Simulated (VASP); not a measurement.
Band structure of YN (relaxed from the zinc blende structure, space group F-43m). Calculation: PBEsol GGA, VASP's PBE PAW potentials (set 64) (plane waves; VASP).

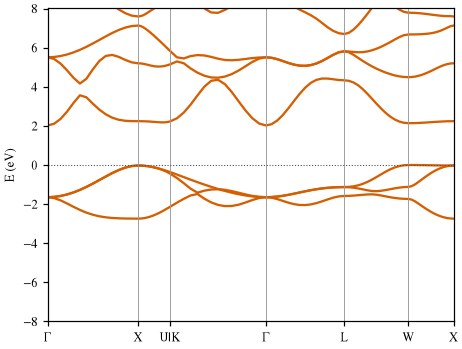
Figure: Bands along high-symmetry lines, zero at the valence-band maximum or, without a gap, the Fermi level

Read the plot: is there a gap, and where are the band edges?

The gap is indirect, 2.02 eV, from the valence maximum at W to the conduction minimum at Γ. (Edges off the drawn lines would not show.)

The structure was generated: YN was put into the zinc blende type (F-43m), which need not be its known phase. It was relaxed first, which changed the volume by -35 %.
